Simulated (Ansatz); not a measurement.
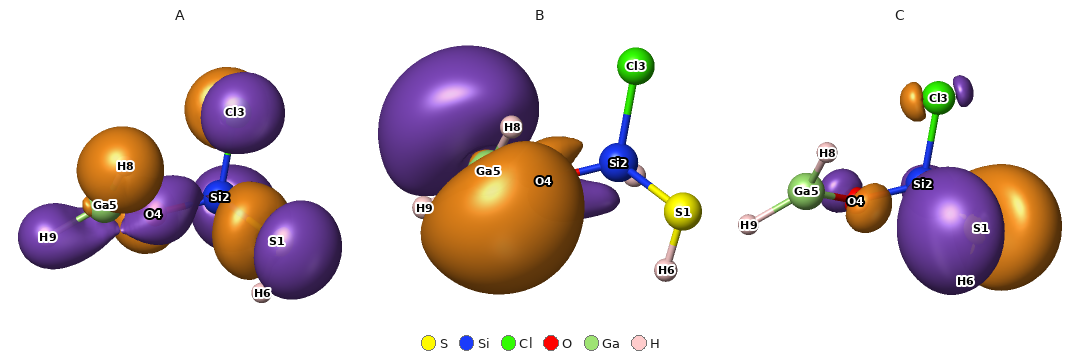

Figure 1: ClGaH$_{4}$OSSi (SMILES S[SiH](Cl)[O][GaH2]). Three frontier orbitals at ±0.08 Å⁻³ᐟ² (orange and purple are the two phases), in no order.

Geometry: PBE0-D4/def2-TZVP.

Theory: RKS PBE0-D4/def2-TZVPP in Ansatz.

```yaml
atoms:
  - { symbol: S, position_ang: [-1.0313, 1.9926, 0.6954] }
  - { symbol: Si, position_ang: [0.6781, 0.7202, 0.6521] }
  - { symbol: Cl, position_ang: [1.8848, 1.5693, -0.7805] }
  - { symbol: O, position_ang: [0.3101, -0.8015, 0.2809] }
  - { symbol: Ga, position_ang: [-0.3866, -1.6305, -1.1613] }
  - { symbol: H, position_ang: [-1.5999, 1.3053, 1.7027] }
  - { symbol: H, position_ang: [1.4050, 0.7392, 1.9354] }
  - { symbol: H, position_ang: [-0.5330, -0.7749, -2.4515] }
  - { symbol: H, position_ang: [-0.7272, -3.1197, -0.8732] }
```

Q: Order the three orbitals by energy and name them.

A: A is the HOMO−1 (−8.61 eV). By Hirshfeld shares it lies mainly on S1 (about 25 %), Cl3 (about 20 %), O4 (about 15 %), Si2 (about 10 %), H7 (about 10 %) and Ga5 (about 10 %). C is the HOMO (−7.69 eV). By Hirshfeld shares it lies mainly on S1 (about 80 %); largely a lone pair of S1. B is the LUMO (−1.67 eV). Its weight (Hirshfeld) is mainly on Ga5 (about 80 %).

Q: What is the HOMO–LUMO gap?

A: 6.02 eV between the orbital energies.
